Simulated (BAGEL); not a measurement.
**HF/6-31G(d) (density fitting with qzvpp-jkfit, spherical functions) run of CH5BS (SMILES CBS)**

What is the energy change on altering one bond length of CH5BS at HF/6-31G* (density fitting with qzvpp-jkfit, spherical functions)? 

Program for the calculation: BAGEL 1.2.2.

2 further runs of the same task are left out: 2 that didn't finish. Runs told in other sessions of the task aren't counted.

**1. The molecule**

CH5BS: 8 atoms, total charge 0, spin state singlet. As SMILES, `CBS`. The coordinates come from a PBE0-D4/def2-TZVP relaxation. This is one conformer, not always the lowest.

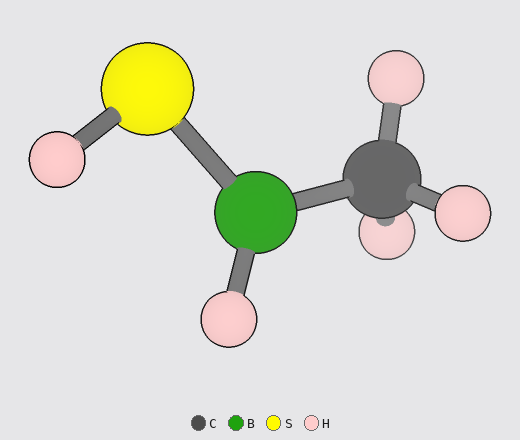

Viewed from a chosen angle; carbon dark grey, boron green, sulfur yellow, hydrogen pink.

**2. A single-point energy at HF/6-31G(d) (density fitting with qzvpp-jkfit, spherical functions)**

input.json reads:

```json
{ "bagel" : [

{
  "title" : "molecule",
  "basis" : "6-31gs.json",
  "df_basis" : "qzvpp-jkfit",
  "angstrom" : true,
  "geometry" : [
    { "atom" : "C", "xyz" : [   -0.632700,    0.847900,   -0.265800 ] },
    { "atom" : "B", "xyz" : [    0.342600,   -0.361800,   -0.154300 ] },
    { "atom" : "S", "xyz" : [    0.598100,   -1.148000,    1.424500 ] },
    { "atom" : "H", "xyz" : [   -1.413900,    0.622700,   -1.001100 ] },
    { "atom" : "H", "xyz" : [   -0.096800,    1.714400,   -0.670300 ] },
    { "atom" : "H", "xyz" : [   -1.113300,    1.144600,    0.668300 ] },
    { "atom" : "H", "xyz" : [    0.932300,   -0.785200,   -1.103800 ] },
    { "atom" : "H", "xyz" : [    1.475800,   -2.091700,    1.046800 ] }
  ]
},
{
  "title" : "hf"
},
{
  "title" : "print",
  "file" : "orbitals.molden",
  "orbitals" : true
}

]}
```

The basis set 6-31G* is read from a file made from the Basis Set Exchange's data (not shown).

Command:

```
$ BAGEL_NUM_THREADS=1 BAGEL input.json > input.out
```

Log:

```text
* using 1 threads per process

  ===============================================================
  ===============================================================

  *** Geometry ***

  { "atom" : "C", "xyz" : [     -1.195630,      1.602299,     -0.502289 ] },
  { "atom" : "B", "xyz" : [      0.647420,     -0.683703,     -0.291585 ] },
  { "atom" : "S", "xyz" : [      1.130245,     -2.169406,      2.691915 ] },
  { "atom" : "H", "xyz" : [     -2.671884,      1.176732,     -1.891805 ] },
  { "atom" : "H", "xyz" : [     -0.182925,      3.239746,     -1.266683 ] },
  { "atom" : "H", "xyz" : [     -2.103832,      2.162981,      1.262904 ] },
  { "atom" : "H", "xyz" : [      1.761792,     -1.483813,     -2.085880 ] },
  { "atom" : "H", "xyz" : [      2.788858,     -3.952740,      1.978165 ] },

  Number of auxiliary basis functions:      368

  Since a DF basis is specified, we compute 2- and 3-index integrals:
    o Being stored without compression. Storage requirement is 0.009 GB

  Number of basis functions:       56
  Number of electrons      :       32

    * METHOD: MOLECULE                             0.19

  *** RHF ***

  === Nuclear Repulsion ===
    88.4338901975

      * DIIS with orbital gradients will be used.

  === RHF iteration (6-31gs.json) ===
      0       -462.92013829          0.01640842           0.03
      1       -462.98994726          0.00577533           0.03
      2       -462.99898197          0.00173586           0.03
      3       -463.00002642          0.00020518           0.03
      4       -463.00005173          0.00007415           0.03
      5       -463.00005526          0.00002122           0.03
      6       -463.00005564          0.00000725           0.03
      7       -463.00005569          0.00000224           0.03
      8       -463.00005569          0.00000057           0.03
      9       -463.00005569          0.00000014           0.03
     10       -463.00005569          0.00000005           0.03
     11       -463.00005569          0.00000002           0.03
     12       -463.00005569          0.00000000           0.03
    * SCF iteration converged.

    * Permanent dipole moment:
           (   -0.101021,     0.005107,     0.384949) a.u.

    * METHOD: HF                                   0.52

    * METHOD: PRINT                                0.01

  ===============================================================
```

Run time: 0.89 s. Hardware: 1 thread of Arm Neoverse N1, shared host.

**3. The distorted shape at the same level**

calc.json reads:

```json
{ "bagel" : [

{
  "title" : "molecule",
  "basis" : "6-31gs.json",
  "df_basis" : "qzvpp-jkfit",
  "angstrom" : "true",
  "geometry" : [
    { "atom" : "C", "xyz" : [      -0.398312,       0.915468,      -0.045183 ] },
    { "atom" : "B", "xyz" : [       0.576988,      -0.294232,       0.066317 ] },
    { "atom" : "S", "xyz" : [       0.832488,      -1.080432,       1.645117 ] },
    { "atom" : "H", "xyz" : [      -1.413900,       0.622700,      -1.001100 ] },
    { "atom" : "H", "xyz" : [       0.137588,       1.781968,      -0.449683 ] },
    { "atom" : "H", "xyz" : [      -0.878912,       1.212168,       0.888917 ] },
    { "atom" : "H", "xyz" : [       1.166688,      -0.717632,      -0.883183 ] },
    { "atom" : "H", "xyz" : [       1.710188,      -2.024132,       1.267417 ] }
  ]
},

{ "title" : "hf" },

{ "title" : "print", "file" : "orbitals.molden", "orbitals" : "true" }

]}
```

The basis set 6-31G* is read from a file made from the Basis Set Exchange's data (not shown).

Command:

```
$ BAGEL_NUM_THREADS=1 BAGEL calc.json > calc.out
```

Log:

```text
* using 1 threads per process

  ===============================================================
  ===============================================================

  *** Geometry ***

  { "atom" : "C", "xyz" : [     -0.752701,      1.729984,     -0.085383 ] },
  { "atom" : "B", "xyz" : [      1.090349,     -0.556018,      0.125321 ] },
  { "atom" : "S", "xyz" : [      1.573174,     -2.041721,      3.108821 ] },
  { "atom" : "H", "xyz" : [     -2.671884,      1.176732,     -1.891805 ] },
  { "atom" : "H", "xyz" : [      0.260004,      3.367431,     -0.849778 ] },
  { "atom" : "H", "xyz" : [     -1.660903,      2.290666,      1.679810 ] },
  { "atom" : "H", "xyz" : [      2.204721,     -1.356128,     -1.668974 ] },
  { "atom" : "H", "xyz" : [      3.231787,     -3.825055,      2.395071 ] },

  Number of auxiliary basis functions:      368

  Since a DF basis is specified, we compute 2- and 3-index integrals:
    o Being stored without compression. Storage requirement is 0.009 GB

  Number of basis functions:       56
  Number of electrons      :       32

    * METHOD: MOLECULE                             0.19

  *** RHF ***

  === Nuclear Repulsion ===
    87.3889794288

      * DIIS with orbital gradients will be used.

  === RHF iteration (6-31gs.json) ===
      0       -462.87905496          0.01628856           0.03
      1       -462.94747022          0.00609359           0.03
      2       -462.95741577          0.00190553           0.03
      3       -462.95865352          0.00021460           0.03
      4       -462.95868116          0.00007536           0.03
      5       -462.95868513          0.00002171           0.03
      6       -462.95868552          0.00000714           0.03
      7       -462.95868558          0.00000228           0.03
      8       -462.95868558          0.00000061           0.03
      9       -462.95868558          0.00000016           0.03
     10       -462.95868558          0.00000005           0.03
     11       -462.95868558          0.00000002           0.03
     12       -462.95868558          0.00000001           0.03
    * SCF iteration converged.

    * Permanent dipole moment:
           (   -0.195051,    -0.017518,     0.292677) a.u.

    * METHOD: HF                                   0.52

    * METHOD: PRINT                                0.01

  ===============================================================
```

Wall time 0.89 s (1 thread of Arm Neoverse N1, shared host).

**4. What came out**

Level: HF/6-31G* (density fitting with qzvpp-jkfit, spherical functions).

| quantity | value |
| --- | --- |
| first shape: total energy | -463.00006 Eh |
| first shape: dipole moment | 1.01 D |
| first shape: HOMO energy | -10.70 eV |
| first shape: LUMO energy | 3.30 eV |
| first shape: HOMO–LUMO gap | 14.00 eV |
| distorted shape: total energy | -462.95869 Eh |
| distorted shape: dipole moment | 0.90 D |
| distorted shape: HOMO energy | -10.70 eV |
| distorted shape: LUMO energy | 3.02 eV |
| distorted shape: HOMO–LUMO gap | 13.72 eV |
| energy change with the C1–H4 bond stretched from 1.096 to 1.425 Å | 1.126 eV |

In words: With the C1–H4 bond stretched from 1.096 to 1.425 Å the energy rises by 1.13 eV (109 kJ/mol). The first shape isn't relaxed at this level, so the change isn't measured from a minimum.
